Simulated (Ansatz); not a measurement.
# What CsZnH3 in P4bm, a phase reached by a soft mode distorts into, part 2 of 3

Which phase does CsZnH3 in P4bm, a phase reached by a soft mode fall into along its unstable mode, and how much energy does it gain?

Ansatz 0.2.0; DFT r2SCAN, scalar-relativistic, plane waves, PAW; PAW set soft_1.

So far. Step 4 (The mode frozen in, largest atomic shift 0.45 Å): The run ends at a pressure of -0.44 GPa, with forces up to 0.37 eV/Å.

The structure was built from a prototype and need not be the compound's stable phase.

## 5. Energy along the mode, all amplitudes (two of the runs are shown above)

An imaginary frequency means negative curvature, so the energy should fall and then rise again as anharmonic terms take over.

This step gave:

* depth at the lowest point sampled: 1.821 meV/atom
* largest atomic shift at that point: 0.45 Å

Table of energy from the parent by largest atomic shift:

```tsv
largest atomic shift (Å)	energy from the parent (meV/atom)
0.000	0
0.040	-0.026
0.080	-0.104
0.140	-0.309
0.220	-0.711
0.320	-1.30
0.450	-1.82
0.600	-1.13
```

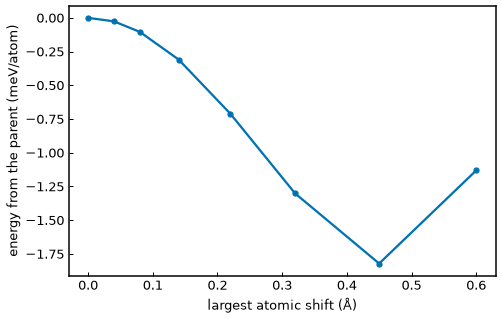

Energy from the parent, plotted against largest atomic shift.

Displacement at unit largest shift by atom:

```tsv
atom	x (Å)	y (Å)	z (Å)	size
Cs1	0.008	0.020	0.000	0.022
Cs2	0.020	0.008	0.000	0.022
Zn3	0.157	0.157	0.000	0.222
Zn4	-0.201	-0.201	0.000	0.284
H5	-0.107	-0.107	0.000	0.151
H6	-0.107	-0.107	0.000	0.151
H7	-0.494	-0.494	0.715	1.000
H8	-0.494	-0.494	-0.715	1.000
H9	0.140	0.140	0.000	0.198
H10	0.123	0.123	0.000	0.174
```

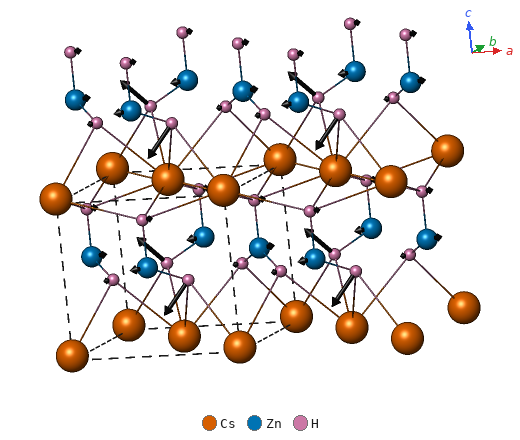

Displacement at unit largest shift as arrows, the longest 1.000 Å. 2×1×2 cells are drawn. Some periodic images of atoms are drawn too.

The lowest of the steps tried is at 0.45 Å, 1.82 meV/atom below the parent; the bottom of the well need not coincide with a step.

## 6. Relaxing from the distorted cell

Starting from the lowest point found, all atoms and the cell are let go, so that strain and other modes of the same symmetry can join in.

File input.yaml:

```yaml
crystal:
  lattice:
    - [5.927903034, 0.0, 0.0]
    - [0.0, 5.927903034, 0.0]
    - [0.0, 0.0, 5.3127044245]
  atoms:
    - { symbol: Cs, position: [0.5006141558, 0.5015475862, 0.0294963537] }
    - { symbol: Cs, position: [0.0015475862, 0.0006141558, 0.0294963537] }
    - { symbol: Zn, position: [0.0119480082, 0.5119480082, 0.5638645355] }
    - { symbol: Zn, position: [0.4847583826, -0.0152416174, 0.5638645355] }
    - { symbol: H, position: [0.1655574577, 0.3181370599, 0.4413613099] }
    - { symbol: H, position: [0.8181370599, 0.6655574577, 0.4413613099] }
    - { symbol: H, position: [0.2887657503, 0.7887657503, 0.5019291778] }
    - { symbol: H, position: [0.6361861481, 0.1361861481, 0.380793442] }
    - { symbol: H, position: [0.0106066964, 0.5106066964, 0.8679630063] }
    - { symbol: H, position: [0.5093469568, 0.0093469568, 0.8679630063] }
kpoints:
  mp_grid: { grid: [4, 4, 4] }
hamiltonian:
  xc: r2scan
  pseudopotentials: { kind: paw, azcp: { folder: soft_1 } }
scf:
  occupations: { method: fixed }
output:
  forces: true
  stress: true
  eigenvalues: true
  write_density: true
  write_potential: true
  elf: true
  volumetric_format: npy
relax:
  adjacent_minimum: "off"
  f_tol: 0.002
  max_steps: 120
  cell: { stress_tol: 0.03 }
```

Started as:

```
ansatz run input.yaml --threads 4 --pin off --max-ram 16384MiB --backend cpu --events-out ev --progress --plain --runs-dir out
```

Numbers of over 12 decimals in the logs are rounded to 6 here.

What it wrote:

```text
[...]
Crystal: 10 atoms, lattice volume = 186.689 Å³
Basis set: ecut = 500 eV, 4711 PW (Γ), exchange–correlation on 180×180×160 points (64 copies of the dense FFT grid, shifted against one another)
Bands: 34, of which v1, the nominal top of the filled ones, is band 24 counted from 1 (23 counted from 0)
Symmetry: 2 space group operations
[...]
k-points: 24 of 64 (time reversal used)
[...]
SCF iter   1: F=—  HF=-18124.358269 eV  |F-HF|=—  |Δ(HF+E_count)|=         —  Δρ=9.43e-2  dr2=1.36e1  dr2_τ=5.11e-2  ethr=3.10e-3  ⟨swp⟩=5.0  Hψ=3325  notcnv=0  defer=185
[...]
SCF iter  10: F=-18120.935069 eV  HF=-18120.935069 eV  |F-HF|=5.51e-8  |Δ(HF+E_count)|=   5.39e-7  Δρ=7.13e-6  dr2=7.95e-8  dr2_τ=1.00e-9  ethr=2.08e-10  ⟨swp⟩=19.1  Hψ=8134  notcnv=0
SCF 1 converged in 10 iterations: F = -18120.935069 eV  dr2 = 7.95e-8
[...]
relax step   1: F+E_penalty+E_count = -18120.93506865 eV  Δ(F+E_penalty+E_count) = +0.000e0 eV  max|allowed force component| = 2.318e-1 eV/Å  Δτ_max = 0.0000 Å  P = -0.441 GPa  Ω = 186.689 Å³  (10 SCF iters, dr2 threshold 1.00e-7 eV, accepted)
Crystal: 10 atoms, lattice volume = 186.560 Å³
Basis set: ecut = 500 eV, 4725 PW (Γ), exchange–correlation on 180×180×160 points (64 copies of the dense FFT grid, shifted against one another)
[...]
iter 1 solved again at ethr=5.21e-4 eV; its pass at ethr=3.10e-3 eV (dr2=2.50e-1 eV) is discarded
[...]
SCF iter   8: F=-18121.009722 eV  HF=-18121.009722 eV  |F-HF|=9.45e-8  |Δ(HF+E_count)|=   2.41e-6  Δρ=1.76e-5  dr2=4.87e-7  dr2_τ=8.43e-9  ethr=2.08e-9  ⟨swp⟩=17.4  Hψ=8356  notcnv=0
SCF 2 converged in 8 iterations: F = -18121.009722 eV  dr2 = 4.87e-7
relax step   2: F+E_penalty+E_count = -18121.00972178 eV  Δ(F+E_penalty+E_count) = -7.465e-2 eV  max|allowed force component| = 2.382e-1 eV/Å  Δτ_max = 0.1920 Å  P = -0.120 GPa  Ω = 186.560 Å³  energy of the carried Pulay correction = +1.771e-5 eV  (8 SCF iters, dr2 threshold 1.00e-6 eV, accepted)
Crystal: 10 atoms, lattice volume = 186.592 Å³
Basis set: ecut = 500 eV, 4739 PW (Γ), exchange–correlation on 180×180×160 points (64 copies of the dense FFT grid, shifted against one another)
[...]
SCF iter   8: F=-18121.055114 eV  HF=-18121.055114 eV  |F-HF|=5.24e-8  |Δ(HF+E_count)|=   2.51e-6  Δρ=1.48e-5  dr2=5.32e-7  dr2_τ=6.25e-9  ethr=2.08e-9  ⟨swp⟩=17.4  Hψ=8557  notcnv=0
SCF 3 converged in 8 iterations: F = -18121.055114 eV  dr2 = 5.32e-7
relax step   3: F+E_penalty+E_count = -18121.05511374 eV  Δ(F+E_penalty+E_count) = -4.539e-2 eV  max|allowed force component| = 2.606e-1 eV/Å  Δτ_max = 0.1947 Å  P = +0.259 GPa  Ω = 186.592 Å³  energy of the carried Pulay correction = +1.333e-5 eV  (8 SCF iters, dr2 threshold 1.00e-6 eV, accepted)
[... from here on, the SCF cycles and remarks between the steps are left out ...]
relax step   4: F+E_penalty+E_count = -18121.08470679 eV  Δ(F+E_penalty+E_count) = -2.959e-2 eV  max|allowed force component| = 3.195e-1 eV/Å  Δτ_max = 0.0978 Å  P = +0.205 GPa  Ω = 186.767 Å³  energy of the carried Pulay correction = -1.073e-5 eV  (7 SCF iters, dr2 threshold 1.00e-6 eV, accepted)
relax step   5: F+E_penalty+E_count = -18121.13326658 eV  Δ(F+E_penalty+E_count) = -4.856e-2 eV  max|allowed force component| = 1.158e-1 eV/Å  Δτ_max = 0.1939 Å  P = -0.073 GPa  Ω = 186.682 Å³  energy of the carried Pulay correction = +9.157e-7 eV  (8 SCF iters, dr2 threshold 1.00e-6 eV, accepted)
relax step   6: F+E_penalty+E_count = -18121.17190092 eV  Δ(F+E_penalty+E_count) = -3.863e-2 eV  max|allowed force component| = 1.228e-1 eV/Å  Δτ_max = 0.2000 Å  P = -0.143 GPa  Ω = 185.391 Å³  energy of the carried Pulay correction = +1.786e-4 eV  (8 SCF iters, dr2 threshold 8.39e-7 eV, accepted)
relax step   7: F+E_penalty+E_count = -18121.21009155 eV  Δ(F+E_penalty+E_count) = -3.819e-2 eV  max|allowed force component| = 7.792e-2 eV/Å  Δτ_max = 0.2000 Å  P = -0.074 GPa  Ω = 183.442 Å³  energy of the carried Pulay correction = +4.493e-4 eV  (8 SCF iters, dr2 threshold 9.42e-7 eV, accepted)
relax step   8: F+E_penalty+E_count = -18121.21797247 eV  Δ(F+E_penalty+E_count) = -7.881e-3 eV  max|allowed force component| = 3.887e-2 eV/Å  Δτ_max = 0.1079 Å  P = -0.013 GPa  Ω = 182.485 Å³  energy of the carried Pulay correction = +5.833e-4 eV  (8 SCF iters, dr2 threshold 3.79e-7 eV, accepted)
relax step   9: F+E_penalty+E_count = -18121.21844758 eV  Δ(F+E_penalty+E_count) = -4.751e-4 eV  max|allowed force component| = 1.553e-2 eV/Å  Δτ_max = 0.0166 Å  P = +0.005 GPa  Ω = 182.386 Å³  energy of the carried Pulay correction = +5.972e-4 eV  (6 SCF iters, dr2 threshold 9.44e-8 eV, accepted)
relax step  10: F+E_penalty+E_count = -18121.21851319 eV  Δ(F+E_penalty+E_count) = -6.561e-5 eV  max|allowed force component| = 4.594e-3 eV/Å  Δτ_max = 0.0069 Å  P = +0.002 GPa  Ω = 182.334 Å³  energy of the carried Pulay correction = +6.046e-4 eV  (7 SCF iters, dr2 threshold 1.51e-8 eV, accepted)
relax step  11: F+E_penalty+E_count = -18121.21852013 eV  Δ(F+E_penalty+E_count) = -6.940e-6 eV  max|allowed force component| = 2.287e-3 eV/Å  Δτ_max = 0.0029 Å  P = -0.003 GPa  Ω = 182.383 Å³  energy of the carried Pulay correction = +5.976e-4 eV  (7 SCF iters, dr2 threshold 1.32e-9 eV, accepted)
relax step  12: F+E_penalty+E_count = -18121.21852892 eV  Δ(F+E_penalty+E_count) = -8.787e-6 eV  max|allowed force component| = 5.905e-4 eV/Å  Δτ_max = 0.0012 Å  P = +0.001 GPa  Ω = 182.360 Å³  energy of the carried Pulay correction = +6.009e-4 eV  (7 SCF iters, dr2 threshold 3.27e-10 eV, accepted)
[...]
SCF iter   6: F=-18121.218429 eV  HF=-18121.218429 eV  |F-HF|=3.64e-11  |Δ(HF+E_count)|=   1.23e-9  Δρ=1.66e-7  dr2=2.40e-11  dr2_τ=2.72e-12  ethr=1.00e-12  ⟨swp⟩=16.6  Hψ=6875  notcnv=0
SCF 13 converged in 6 iterations: F = -18121.218429 eV  dr2 = 2.40e-11
relax step  13: F+E_penalty+E_count = -18121.21842918 eV  Δ(F+E_penalty+E_count) = +9.974e-5 eV  max|allowed force component| = 7.066e-4 eV/Å  Δτ_max = 0.0000 Å  P = -0.001 GPa  Ω = 182.360 Å³  stress off target by 9.45e-3 GPa  SCF on the basis re-selected at this cell (its energy is not comparable with the rows above)  (6 SCF iters)
basis re-selected at this cell: Δ(F+E_penalty+E_count) = +9.974e-5 eV, ΔP = -0.002 GPa vs the last step (what re-selecting the basis moved, of the pressure what is left beyond the Pulay correction that the steps carried, after the strain that the cell walked since its last selection, with what the two solves' SCF thresholds leave and, on support functions, any second-order correction that the steps lacked; it is no m [...]
SCF converged after 6 iterations
Free energy (F): -18121.218429 eV
[...]
Internal energy: -18121.218429 eV  (E = F + TS)
E sigma→0 (E₀):  -18121.218429 eV
Fermi energy:    2.352778 eV
[...]
--- Forces (eV/Å), atoms counted from 1 ---
  atom   1  Cs    -0.00013990    -0.00007031    -0.00013177
  atom   2  Cs    -0.00007031    -0.00013990    -0.00013177
  atom   3  Zn     0.00023841     0.00023841     0.00070686
  atom   4  Zn     0.00024978     0.00024978     0.00060505
  atom   5  H      0.00021410    -0.00036325    -0.00020568
  atom   6  H     -0.00036325     0.00021410    -0.00020568
  atom   7  H      0.00010865     0.00010865    -0.00005799
  atom   8  H     -0.00007037    -0.00007037    -0.00008977
  atom   9  H     -0.00003015    -0.00003015    -0.00016979
  atom  10  H     -0.00013950    -0.00013950    -0.00031700
  max |Σ_I F_I| component: 2.55e-6 eV/Å
--- Stress (GPa, compression-positive) ---
       -0.004758       0.002187       0.003736
        0.002187      -0.004758       0.003736
        0.003737       0.003737       0.007132
  P = ⅓ Tr σ = -0.0008 GPa (-0.008 kbar)
--- Band table (eV; the first three rows and the last of 24) ---
  k-point 0: bands = [... 20 lower, 1.6020, 1.7666, 1.8228, 2.3011, 6.6106, 7.3045, 7.5583, 7.6376, ... 6 higher]
  k-point 1: bands = [... 20 lower, 0.9647, 1.6551, 1.6884, 1.9417, 7.0057, 7.4499, 7.6582, 8.1779, ... 6 higher]
  k-point 2: bands = [... 20 lower, 0.3319, 1.4794, 1.4983, 1.6056, 7.3065, 7.6799, 7.8451, 8.4083, ... 6 higher]
  k-point 23: bands = [... 20 lower, 1.2191, 1.6735, 1.9951, 2.3412, 7.1552, 7.2725, 8.7112, 8.8465, ... 6 higher]
--- Relaxed structure (12 steps of the walk, 12 accepted, 1 SCFs on fresh bases) ---
  F+E_penalty+E_count = -18121.21842918 eV   max|allowed force component| = 7.066e-4 eV/Å   (the final SCF, on the basis selected at the relaxed cell)
  cell:  # Å, volume = 182.3601 Å³
    - [5.781167, 0.071146, 0.109265]
    - [0.071146, 5.781167, 0.109265]
    - [0.097925, 0.097925, 5.460788]
  atoms:
    - { symbol: Cs, position: [0.525075, 0.522465, 0.050474] }
    - { symbol: Cs, position: [0.022465, 0.025075, 0.050474] }
    - { symbol: Zn, position: [0.049183, 0.549183, 0.597180] }
    - { symbol: Zn, position: [0.469860, -0.030140, 0.530784] }
    - { symbol: H, position: [0.171091, 0.316491, 0.486201] }
    - { symbol: H, position: [0.816491, 0.671091, 0.486201] }
    - { symbol: H, position: [0.264835, 0.764835, 0.546079] }
    - { symbol: H, position: [0.532894, 0.032894, 0.254980] }
    - { symbol: H, position: [0.032633, 0.532633, 0.895795] }
    - { symbol: H, position: [0.542940, 0.042940, 0.789927] }
```

Elapsed: 2.5 min, on 4 threads of Arm Neoverse V1, shared host; peak memory 0.91 GiB; 9.7 min of CPU time.

The steps of the relaxation:

```tsv
step	energy less that of the first step (eV)	largest force component (eV/Å)	pressure (GPa)	volume (Å³)
1	0.0000	0.2318	-0.44	186.69
2	-0.0747	0.2382	-0.12	186.56
3	-0.1200	0.2606	0.26	186.59
4	-0.1496	0.3195	0.21	186.77
5	-0.1982	0.1158	-0.07	186.68
6	-0.2368	0.1228	-0.14	185.39
7	-0.2750	0.0779	-0.07	183.44
8	-0.2829	0.0389	-0.01	182.48
9	-0.2834	0.0155	0.00	182.39
10	-0.2834	0.0046	0.00	182.33
11	-0.2835	0.0023	0.00	182.38
12	-0.2835	0.0006	0.00	182.36
13*	-0.2834	0.0007	0.00	182.36
```

Relaxation steps marked * repeat the geometry before them on a plane-wave basis chosen anew for their cell, so energy and pressure can jump there.

Forces are held to the 2 operations that the run works with; a distortion that breaks them can't arise in this run.

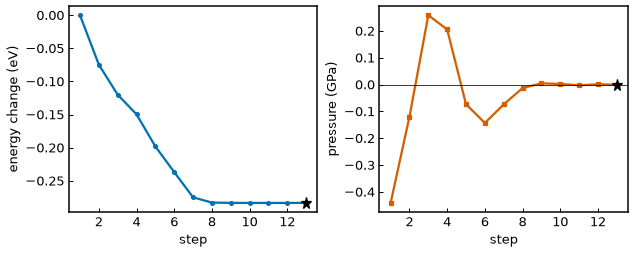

Energy and pressure along the relaxation. Stars mark steps on a basis chosen anew.

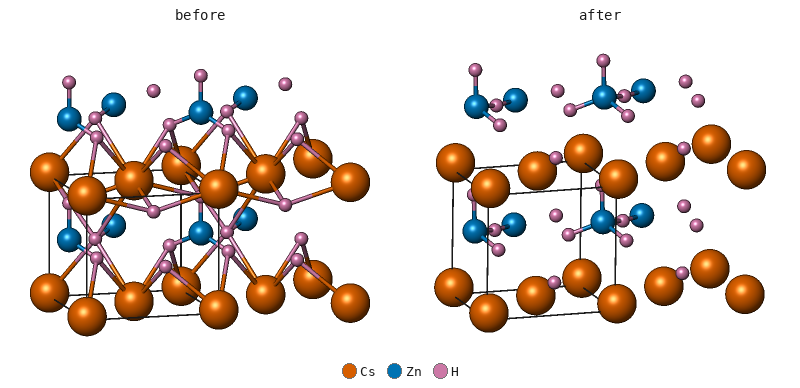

Before and after, at one scale. Bonds to atoms that aren't drawn are left out.

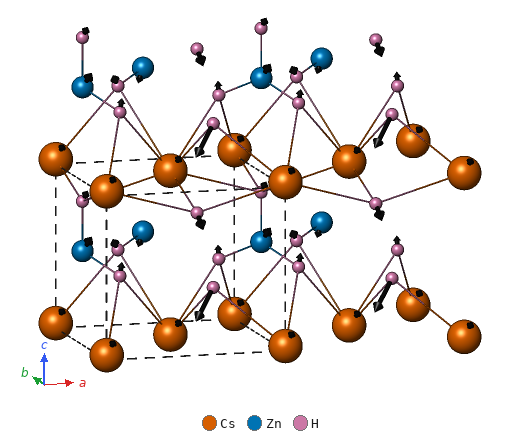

Displacements in the relaxation, exaggerated, measured against the changing cell; the longest in the cell stands for 1.12 Å. Bonds to atoms that aren't drawn are left out. 2×1×2 cells are drawn. Some periodic images of atoms are drawn too.

```tsv
cell as run	before	after	change
a (Å)	5.928	5.783	-2.5 %
b (Å)	5.928	5.783	-2.5 %
c (Å)	5.313	5.463	+2.8 %
α (°)	90.00	87.88	-2.4 %
β (°)	90.00	87.88	-2.4 %
γ (°)	90.00	88.57	-1.6 %
volume (Å³/atom)	18.67	18.24	-2.3 %
```

The atoms that moved most (Å, as changes of fractional coordinates times the final cell):

```tsv
atom	dx	dy	dz	length
H8	-0.617	-0.617	-0.710	1.124
H10	0.189	0.189	-0.419	0.497
Zn3	0.221	0.221	0.190	0.366
H7	-0.136	-0.136	0.236	0.304
H6	-0.005	0.036	0.245	0.248
H5	0.036	-0.005	0.245	0.248
H9	0.132	0.132	0.157	0.243
Cs1	0.145	0.125	0.120	0.226
```

Numbers from this step:

| Item | Value |
| --- | --- |
| pressure | -7.95e-4 GPa |
| gap on the k-mesh | 4.041 eV |
| volume per atom | 18.24 Å³ |

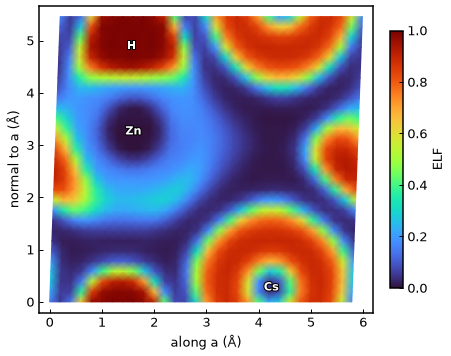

ELF in the ac plane at fractional y = 0.522, with atoms of Cs and Zn and H within 0.2 Å of it. It is the smooth field of the valence electrons, not physical close to the nuclei. The map starts off the cell's origin, so that atoms lie inside it.

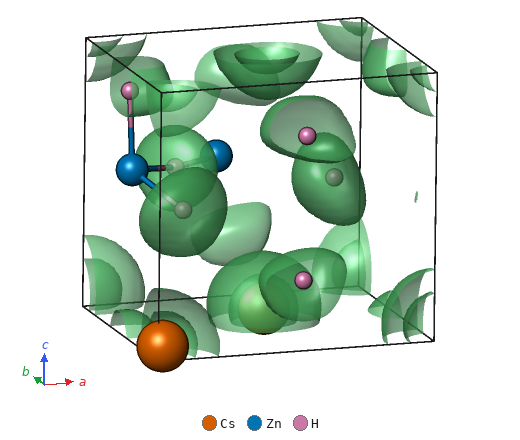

Surface of ELF = 0.85. Bonds to atoms that aren't drawn are left out.

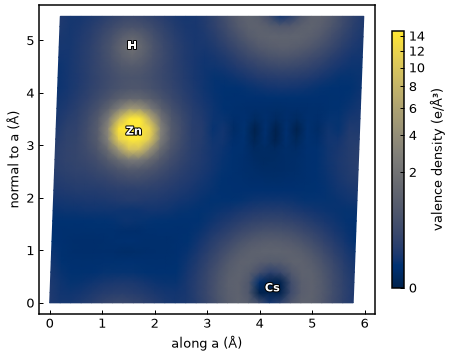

Valence density in the ac plane at fractional y = 0.522, with atoms of Cs and Zn and H within 0.2 Å of it. It is the smooth field of the valence electrons, not physical close to the nuclei. The map starts off the cell's origin, so that atoms lie inside it. The colour scale is stretched toward low values.

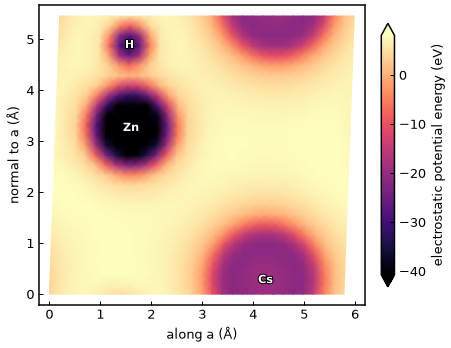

Electrostatic potential energy in the ac plane at fractional y = 0.522, with atoms of Cs and Zn and H within 0.2 Å of it. With pseudopotentials it is smooth inside the atoms' cores, unlike the true potential. The map starts off the cell's origin, so that atoms lie inside it.

The distorted start has space group Cm; the relaxation ends in Cm.

## 7. The new phase in its own primitive cell

The relaxed structure is symmetrised, reduced to its primitive cell and relaxed tightly, as its phonons need.

File input.yaml:

```yaml
crystal:
  lattice:
    - [4.1396526967, -4.03759451, 0.0]
    - [4.1396526967, 4.03759451, 0.0]
    - [-0.2825741877, 0.0, 5.4552304535]
  atoms:
    - { symbol: Cs, position: [0.0224651736, 0.5250752359, 0.9495263774] }
    - { symbol: Cs, position: [0.5250752359, 0.0224651736, 0.9495263774] }
    - { symbol: Zn, position: [0.0491826385, 0.0491826385, 0.4028200883] }
    - { symbol: Zn, position: [0.4698603537, 0.4698603537, 0.46921619] }
    - { symbol: H, position: [0.816490789, 0.1710909319, 0.5137990471] }
    - { symbol: H, position: [0.1710909319, 0.816490789, 0.5137990471] }
    - { symbol: H, position: [0.2648353462, 0.2648353462, 0.4539208731] }
    - { symbol: H, position: [0.532894251, 0.532894251, 0.7450204724] }
    - { symbol: H, position: [0.0326331513, 0.0326331513, 0.1042051404] }
    - { symbol: H, position: [0.542940331, 0.542940331, 0.2100733561] }
kpoints:
  mp_grid: { grid: [4, 4, 4] }
hamiltonian:
  xc: r2scan
  pseudopotentials: { kind: paw, azcp: { folder: soft_1 } }
scf:
  occupations: { method: fixed }
output:
  forces: true
  stress: true
  eigenvalues: true
relax:
  adjacent_minimum: "off"
  f_tol: 0.001
  max_steps: 60
  cell: { stress_tol: 0.01 }
```

What it wrote:

```text
[...]
Crystal: 10 atoms, lattice volume = 182.360 Å³
Basis set: ecut = 500 eV, 4629 PW (Γ), exchange–correlation on 180×180×160 points (64 copies of the dense FFT grid, shifted against one another)
Bands: 34, of which v1, the nominal top of the filled ones, is band 24 counted from 1 (23 counted from 0)
Symmetry: 2 space group operations
[...]
- { symbol: Zn, position: [0.469860, 0.469860, 0.46921619] }
    - { symbol: H, position: [0.816491, 0.1710909319, 0.5137990471] }
    - { symbol: H, position: [0.1710909319, 0.816491, 0.5137990471] }
    - { symbol: H, position: [0.2648353462, 0.2648353462, 0.453921] }
    - { symbol: H, position: [0.532894, 0.532894, 0.7450204724] }
    - { symbol: H, position: [0.032633, 0.032633, 0.104205] }
    - { symbol: H, position: [0.542940331, 0.542940331, 0.2100733561] }
[key lines of the parts left out:]
SCF converged after 7 iterations
Free energy (F): -18121.218429 eV
Fermi energy:    2.352779 eV
P = ⅓ Tr σ = -0.0008 GPa (-0.008 kbar)
```

Run time: 23 s. Hardware: 4 threads; peak memory 0.83 GiB.

Little changed from the start: no atom moved by 0.005 Å and no cell edge by 0.1 %.

This step gave:

- pressure: -7.96e-4 GPa
- direct gap on mesh: 4.223 eV

The largest force component left is 0.70 meV/Å and the pressure is -0.001 GPa, within the tolerances set. The cell now holds 18.24 Å³/atom.

[end of part 2 of 3]

[Logs are printed without paths, hosts, clocks, repeated set-up lines and the standing remarks that a program may print on its own settings, such as how far it seeks lower states.]

[Hosts, paths, dates, database ids (printed as entryN), source tags and the programs' standing remarks are cut or masked in the printed files.]
